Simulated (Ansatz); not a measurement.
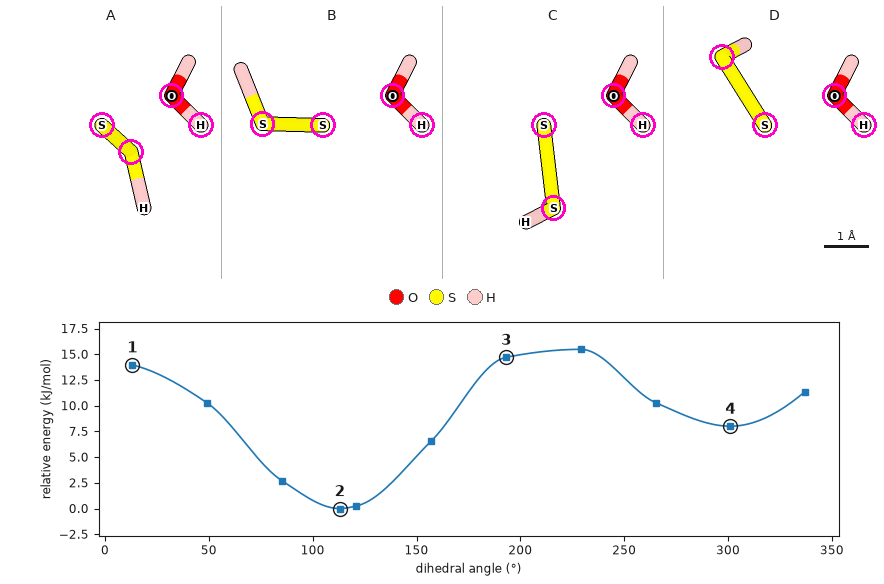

H3S2O (charge +1): one H–O–S–S dihedral angle is varied, with the rest of the molecule carried along rigidly. The frames are shuffled; the numbered points of the plot belong to them. Style: stick. Shown face on. The ringed atoms are those of the scanned coordinate.

Level of theory: CCSD(T) (def2-TZVPP, Ansatz), on geometries moved rigidly from the minimum at PBE0-D4/def2-TZVP. Coupled cluster with a frozen core. Energies are counted from the PBE0-D4/def2-TZVP minimum geometry at the same level.

Question: Match the frames to the points.

Answer: Point 1 is frame C (the dihedral 13.1°, 14.0 kJ/mol); 2 is frame B (the dihedral 113.0°, 0.0 kJ/mol); 3 is frame D (the dihedral 193.1°, 14.7 kJ/mol); 4 is frame A (the dihedral 301.1°, 8.0 kJ/mol). Of the computed points the lowest is at the dihedral 113.0°, 0.0 kJ/mol. Further local minima among the points: 301.1° (8.0 kJ/mol). A local maximum lies at 229.1° (15.5 kJ/mol). The highest point, at 229.1°, lies 15.5 kJ/mol above the lowest and gives an upper estimate of the barrier to rotation, since the rotor is rigid.
